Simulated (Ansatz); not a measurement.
# SiH4O (Si(OH)H3): revPBE/STO-3G

Aim: the vertical singlet–triplet gap of SiH4O (Si(OH)H3) at revPBE/STO-3G, from 2 runs. 

The results are computed with Ansatz 0.2.0.

57 further runs of the same task are left out: 2 that didn't finish, 55 set aside as unsound or not needed.

**1. The system as given**

SiH4O: 6 atoms, total charge 0, spin state singlet. SMILES: `[H][Si]([H])([H])O`. The coordinates come from a GFN2-xTB relaxation.

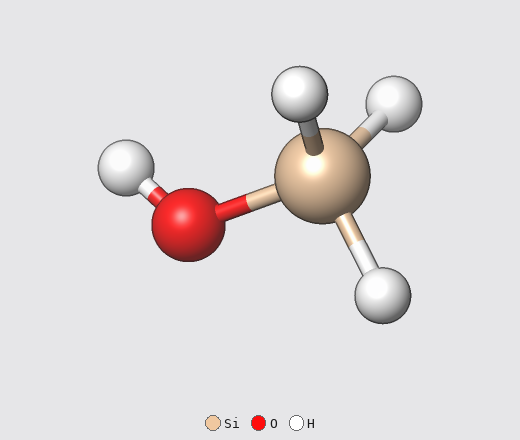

The structure, seen from a chosen angle (silicon light orange, oxygen red, hydrogen white).

**2. The energy at revPBE/STO-3G**

File run.yaml:

```yaml
crystal:
  periodic: [false, false, false]
  atoms:
    - {symbol: Si, position_ang: [-0.059940, -0.114970, -0.407910]}
    - {symbol: O, position_ang: [-0.059540, -0.091910, 1.217130]}
    - {symbol: H, position_ang: [0.327320, 0.620940, 1.717260]}
    - {symbol: H, position_ang: [1.313150, -0.112770, -0.916850]}
    - {symbol: H, position_ang: [-0.760380, 1.058380, -0.933190]}
    - {symbol: H, position_ang: [-0.760600, -1.359670, -0.676430]}
basis:
  gaussian: {orbitals: STO-3G}
hamiltonian: {xc: {name: revPBE}}
accuracy: high
```

On the command line:

```console
$ ansatz run run.yaml --threads 1 --pin off --max-ram 2610MiB --events-out events.jsonl --progress --plain --runs-dir runs
```

The program printed:

```text
Warning: RAYON_NUM_THREADS=1 ignored (pool sized by the plan → 1); use --threads N
Functional definition: revPBE
  name "revPBE"
  parameter kappa = 1.245
  parameter beta = 0.06672455060314922
  exchange = pbe_x(kappa = kappa, mu = beta*pi^2/3)
  correlation = pbe_c(beta = beta)
314 factors; integrals over basis functions are off by at most 2.2e-8 eV
mean field evaluation 1: about -9865.1414 eV, gradient 2.3e1 eV
mean field evaluation 2: about -9864.0518 eV, gradient 3.1e1 eV
mean field evaluation 4: about -9866.8687 eV, gradient 7.0e-1 eV
mean field evaluation 8: about -9866.8202 eV, gradient 9.6e-4 eV
mean field evaluation 16: about -9866.8202 eV, gradient 1.6e-8 eV
mean field -9866.82017420 eV, -362.5989534309 hartree, gradient 1.7e-8 eV, S^2 0.000000; 0 other end points of the search recorded, 0 dependent functions left out
reference -9866.82017649 eV, -362.5989535151 hartree; 13, 13 occupied and 5, 5 virtual orbitals, 314 factors
Total energy: -9866.82017649 eV, -362.5989535151 hartree
```

It took 1.2 s on 1 thread of Intel Xeon Platinum 8488C (Sapphire Rapids), shared host.

**3. The triplet, same level**

File job.yaml:

```yaml
crystal:
  periodic: [false, false, false]
  atoms:
    - {symbol: Si, position_ang: [-0.059940, -0.114970, -0.407910]}
    - {symbol: O, position_ang: [-0.059540, -0.091910, 1.217130]}
    - {symbol: H, position_ang: [0.327320, 0.620940, 1.717260]}
    - {symbol: H, position_ang: [1.313150, -0.112770, -0.916850]}
    - {symbol: H, position_ang: [-0.760380, 1.058380, -0.933190]}
    - {symbol: H, position_ang: [-0.760600, -1.359670, -0.676430]}
basis:
  gaussian: {orbitals: STO-3G}
magnetization: {spin_polarized: true, initial_magnetization: 2}
hamiltonian: {xc: {name: revPBE}}
accuracy: high
```

On the command line:

```console
$ ansatz run job.yaml --threads 1 --pin off --max-ram 2610MiB --events-out events.jsonl --progress --plain --runs-dir runs
```

The program printed (excerpt; [...] marks lines left out):

```text
Warning: RAYON_NUM_THREADS=1 ignored (pool sized by the plan → 1); use --threads N
[... 6 set-up lines as earlier in the session ...]
314 factors; integrals over basis functions are off by at most 2.2e-8 eV
mean field evaluation 1: about -9856.9147 eV, gradient 9.4e0 eV
mean field evaluation 2: about -9857.1913 eV, gradient 8.8e0 eV
mean field evaluation 4: about -9857.8134 eV, gradient 5.1e-1 eV
mean field evaluation 8: about -9857.7725 eV, gradient 4.3e-2 eV
mean field evaluation 16: about -9857.7725 eV, gradient 3.0e-6 eV
mean field -9857.77253751 eV, -362.2664589154 hartree, gradient 3.3e-8 eV, S^2 2.000582; 1 other end points of the search recorded, 0 dependent functions left out
reference -9857.77253975 eV, -362.2664589975 hartree; 14, 12 occupied and 4, 6 virtual orbitals, 314 factors
Total energy: -9857.77253975 eV, -362.2664589975 hartree
```

It took 1.5 s on 1 thread of Intel Xeon Platinum 8488C (Sapphire Rapids), shared host; peak memory 0.16 GiB.

**4. Summary of results**

At revPBE/STO-3G:

| quantity | value |
| --- | --- |
| singlet: total energy | -362.59895 Eh |
| triplet: total energy | -362.26646 Eh |
| triplet: ⟨S²⟩ | 2.001 |
| vertical energy of the triplet above the singlet | 9.048 eV |

At this shape the triplet lies 9.05 eV (209 kcal/mol) above the singlet. In a minimal basis such a difference can be off by several eV, whatever the method.
